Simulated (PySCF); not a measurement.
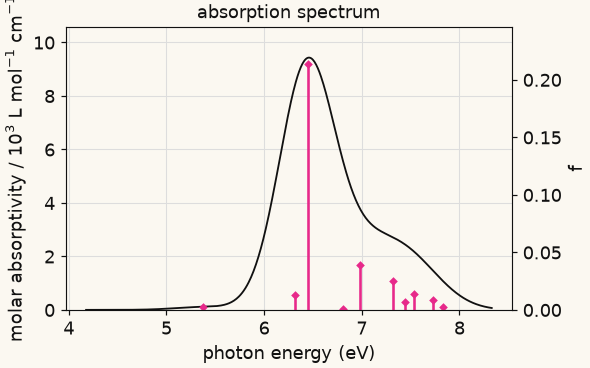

Computed absorption of C₅H₇F₃GeS, SMILES FC(F)(F)SC1=C[CH2][GeH2][CH2]1, singlet. Vertical TDDFT excitations, ωB97X-D/def2-SVPD, PySCF 2.14.0, at a PBE0-D3(BJ)/def2-SVP geometry (no frequency check), gas phase. The lowest 10 singlet states are shown; each is broadened by a Gaussian of 1/e half-width 0.40 eV. Sticks give oscillator strengths (right axis).

**Where is the lowest singlet, and is it bright?**

S1 lies at 5.38 eV (231 nm) with f = 0.003, mainly HOMO → LUMO (80 %); it is dark or nearly so.

**Does any vertical transition fall in the visible?**

No singlet lies below 3.1 eV (beyond 400 nm), so at this level no vertical transition falls in the visible.

**List the transitions behind the spectrum.**

```tsv
state	E (eV)	λ (nm)	f	main character
S1	5.38	231	0.003	HOMO → LUMO (80 %)
S2	6.32	196	0.013	HOMO → LUMO+1 (36 %)
S3	6.45	192	0.214	HOMO−1 → LUMO (62 %)
S4	6.81	182	0.001	HOMO−2 → LUMO (89 %)
S5	6.98	178	0.039	HOMO−1 → LUMO+1 (69 %)
S6	7.32	169	0.026	HOMO → LUMO+2 (49 %)
S7	7.44	167	0.007	HOMO−3 → LUMO (88 %)
S8	7.53	165	0.014	HOMO−1 → LUMO+2 (59 %)
S9	7.73	160	0.009	HOMO → LUMO+3 (15 %)
S10	7.83	158	0.002	HOMO−1 → LUMO+4 (23 %)
```

Note: one conformer of a flexible molecule; core orbitals are frozen in the response.
